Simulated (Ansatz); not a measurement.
# CrCoPt2: how the settings move a single-point run

Aim: see which settings change the result for CrCoPt2, by how much, and at what cost.

Program: Ansatz 0.2.0. Level of theory: reference: DFT, LDA, all-electron LAPW, scalar-relativistic. These are calculated values, not measurements.

## Step 1: The system as given

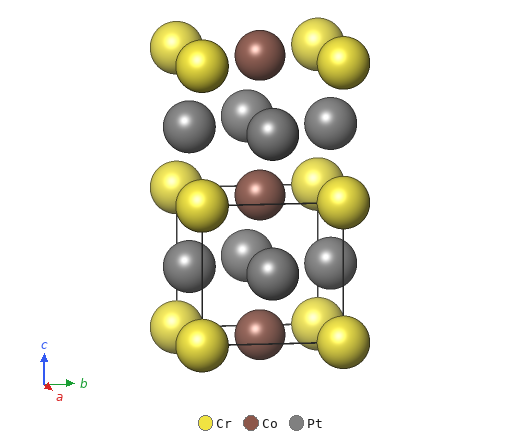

The starting structure, seen slightly off an axis (chromium yellow, cobalt brown, platinum grey). 1×1×2 cells are drawn. Atoms on the faces are drawn again on the opposite ones.

As a file:

```cif
data_structure
_symmetry_space_group_name_H-M 'P 1'
_symmetry_Int_Tables_number 1
_cell_length_a 4.1139
_cell_length_b 4.1139
_cell_length_c 4.0353
_cell_angle_alpha 90.000
_cell_angle_beta 90.000
_cell_angle_gamma 90.000
_cell_volume 68.29
loop_
_atom_site_label
_atom_site_type_symbol
_atom_site_fract_x
_atom_site_fract_y
_atom_site_fract_z
_atom_site_occupancy
Cr1 Cr 0.00000 0.00000 0.00000 1
Co1 Co 0.50000 0.50000 0.00000 1
Pt1 Pt 0.00000 0.50000 0.50000 1
Pt2 Pt 0.50000 0.00000 0.50000 1
```

## Step 2: Reference

File input.yaml:

```yaml
crystal:
  lattice:
    - [4.1138930406, 0.0, 0.0]
    - [0.0, 4.1138930406, 0.0]
    - [0.0, 0.0, 4.0352561744]
  atoms:
    - { symbol: Cr, position: [0.0, 0.0, 0.0] }
    - { symbol: Co, position: [0.5, 0.5, 0.0] }
    - { symbol: Pt, position: [0.0, 0.5, 0.5] }
    - { symbol: Pt, position: [0.5, 0.0, 0.5] }
kpoints:
  mp_grid: { grid: [8, 8, 8] }
scf:
  occupations: { method: fermi_dirac, width: 0.05 }
  lower_state_search: "off"
hamiltonian:
  xc: lda
  pseudopotentials: { kind: all_electron, lapw: { basis_error: 0.001 } }
output:
  forces: true
  stress: true
  eigenvalues: false
```

The run is started by

```bash
> ansatz run input.yaml --threads 2 --pin off --max-ram 6144MiB --backend cpu --events-out ev --progress --plain --runs-dir out
```

The main lines of its log:

```text
[...]
Basis set: ecut = 241.54817752969421 eV, 603 PW (Γ), exchange–correlation at level 2
[...]
k-points: 75 of 512
[...]
SCF iter   1: F=—  HF=-1067763.320814 eV  |F-HF|=—  |Δ(HF+E_count)|=         —  Δρ=1.42e-1  dr2=3.57e1  ethr=3.10e-2  ⟨swp⟩=2.0  Hψ=31270  notcnv=0
preconditioner: auto → Kerker (q_TF=auto, 2.976 Å⁻¹)  [metal: Δε(μ)=0.015 eV  Ē_g=7.887 eV  σ=0.050 eV  W_gap=0.07  n_scr=26 (ndim 8)  ℏωp=26.6 eV  f_vac=0.000  D(μ)=2.29/eV (n_scr^D=18)]
SCF iter   2: F=—  HF=-1067924.973219 eV  |F-HF|=—  |Δ(HF+E_count)|=    1.62e2  Δρ=3.53e-1  dr2=2.25e2  ethr=3.10e-2  ⟨swp⟩=3.0  Hψ=14617  notcnv=0  recentre
[...]
SCF iter  23: F=—  HF=-1067751.382535 eV  |F-HF|=—  |Δ(HF+E_count)|=   1.77e-8  Δρ=6.62e-6  dr2=7.84e-8  ethr=8.50e-11  ⟨swp⟩=2.0  Hψ=15491  notcnv=0
SCF iter  24: F=-1067751.382535 eV  HF=-1067751.382535 eV  |F-HF|=7.92e-9  |Δ(HF+E_count)|=   5.59e-9  Δρ=1.81e-6  dr2=5.48e-9  ethr=6.82e-11  ⟨swp⟩=2.0  Hψ=15491  notcnv=0
[...]
SCF converged after 24 iterations
Free energy (F): -1067751.382535 eV
[...]
E sigma→0 (E₀):  -1067751.328827 eV
[...]
Fermi energy:    17.777609 eV
[...]
  P = ⅓ Tr σ = -43.4478 GPa (-434.478 kbar)
[...]
```

Run time: 83 s. Hardware: 2 threads of Arm Neoverse V2, shared host; peak memory 1 GiB.

## Step 3: Changed: preconditioner kerker_dos, n_extra_bands 4, xc pbesol

Changes to input.yaml since step 2:

```diff
@@ -15,4 +15,6 @@
   lower_state_search: "off"
+  mixing: { preconditioner: kerker_dos }
+  n_extra_bands: 4
 hamiltonian:
-  xc: lda
+  xc: pbesol
   pseudopotentials: { kind: all_electron, lapw: { basis_error: 0.001 } }
```

The run is started by

```bash
> ansatz run input.yaml --threads 2 --pin off --max-ram 6144MiB --backend cpu --events-out ev --progress --plain --runs-dir out
```

Standard output (excerpt; [...] marks lines left out):

```text
settings of this run that can trade accuracy for cost: output.eigenvalues: false. Do not mix this run's numbers with those of runs without the same settings; the input reference describes each key
LAPW: plane waves up to 7.964 Å⁻¹, error target 1.0e-3 eV per atom; small_component_spin mean_spin; Cr in spheres of 1.427 Å, 14 of its electrons in bands, Dirac shells []; Co in spheres of 1.427 Å, 17 of its electrons in bands, Dirac shells []; Pt in spheres of 1.454 Å, 42 of its [...]
scf.n_extra_bands = 4 over 58 filled bands (N_el = 115.0): the run solves 62 bands
[...]
Pseudopotentials: kind: all_electron
Pseudopotential: Cr, LAPW, valence charge 14, Koelling and Harmon's equation, gaussian nucleus
Pseudopotential: Co, LAPW, valence charge 17, Koelling and Harmon's equation, gaussian nucleus
Pseudopotential: Pt, LAPW, valence charge 42, Koelling and Harmon's equation, gaussian nucleus
Functional definition: PBEsol
[...]
Crystal: 4 atoms, lattice volume = 68.293 Å³
Basis set: ecut = 241.63165654352085 eV, 603 PW (Γ), exchange–correlation at level 2
Bands: 62, of which v1, the nominal top of the filled ones, is band 58 counted from 1 (57 counted from 0)
Symmetry: 16 space group operations
Space group: P4/mmm (ITA 123), of the structure as read, at distance tolerance 4.1e-5 Å
k-points: 75 of 512
[...]
SCF iter   1: F=—  HF=-1068097.304539 eV  |F-HF|=—  |Δ(HF+E_count)|=         —  Δρ=1.42e-1  dr2=3.56e1  ethr=3.10e-2  ⟨swp⟩=2.0  Hψ=28421  notcnv=0
[...]
the basis was enlarged: its passes take 857.2 KiB over the memory plan, 2 of 2 planned eigensolver slots
[...]
SCF iter  33: F=-1068085.387075 eV  HF=-1068085.387075 eV  |F-HF|=3.98e-8  |Δ(HF+E_count)|=   2.31e-8  Δρ=1.03e-5  dr2=8.58e-8  ethr=4.40e-10  ⟨swp⟩=2.0  Hψ=14658  notcnv=0
[...]
SCF converged after 33 iterations
Free energy (F): -1068085.387075 eV
[...]
E sigma→0 (E₀):  -1068085.333202 eV
Entropy (-TS):   -0.107746 eV (-26.937 meV/atom)
Fermi energy:    17.988577 eV
[...]
--- Forces (eV/Å), atoms counted from 1 ---
  atom   1  Cr    -0.00000000     0.00000000     0.00000000
  atom   2  Co    -0.00000000     0.00000000     0.00000000
  atom   3  Pt     0.00000000     0.00000000     0.00000000
  atom   4  Pt    -0.00000000     0.00000000     0.00000000
[...]
--- Stress (GPa, compression-positive) ---
      -40.184558       0.000000       0.000000
        0.000000     -40.184558       0.000000
        0.000000       0.000000     -38.707691
  P = ⅓ Tr σ = -39.6923 GPa (-396.923 kbar)
settings of this run that can trade accuracy for cost: output.eigenvalues: false. Do not mix this run's numbers with those of runs without the same settings; the input reference describes each key
```

It took 1.7 min on 2 threads of Arm Neoverse V2, shared host; peak memory 0.99 GiB.

Total energies don't compare across a change of functional; the pressure goes from -43.4 to -39.7 GPa. At this fixed cell a higher pressure means that this functional prefers a larger volume than the reference.

## Step 4: All runs together

| run | ending | energy change | pressure (GPa) | gap (eV) | force (eV/Å) | cycles | time |
| --- | --- | --- | --- | --- | --- | --- | --- |
| reference | converged | - | -43.4 | 0.00 | 0.00 | 24 | 83 s |
| 1: preconditioner kerker_dos, n_extra_bands 4, xc pbesol | converged | not comparable | -39.7 | 0.00 | 0.00 | 33 | 1.7 min |

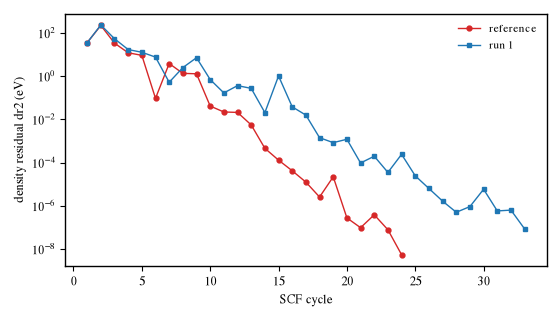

Residual by cycle in the longest SCF loop of each run; runs are numbered as in the table.

What this shows: A change of functional puts the total energy on another scale; the pressure goes from -43.4 to -39.7 GPa. At this fixed cell a higher pressure means that this functional prefers a larger volume than the reference. The structure is not at rest: the sound run finds -43 GPa, so these are no properties of the relaxed crystal. The reference has no spin polarisation; with Co and Cr present, a magnetic state may lie lower.
